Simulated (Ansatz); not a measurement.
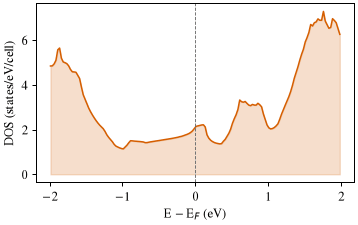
Density of states of SnP₃ (R-3m) near the Fermi level, PBEsol, rigid bands run with Ansatz (an electronic-structure program).

Question: With 8 atoms a cell, what bare Sommerfeld coefficient γ = (π²/3) k_B² N(E_F) follows?

Answer: N(E_F) ≈ 2.1 states/eV a cell at 300 K, so γ ≈ 0.61 mJ/(mol of atoms·K²), before electron-phonon enhancement.

Question: How far does the Fermi level move in a rigid band for 0.1 electron a cell added or removed?

Answer: 47 meV and -50 meV.

A metal at this level (no band gap); rigid bands, thermally averaged at 300 K, both spins. Spin-orbit coupling is left out. Geometry: cell and atoms relaxed with PBEsol.

Formula and space group known from diffraction (Crystallography Open Database), not checked to be the room-temperature form: SnP3 (R-3m).
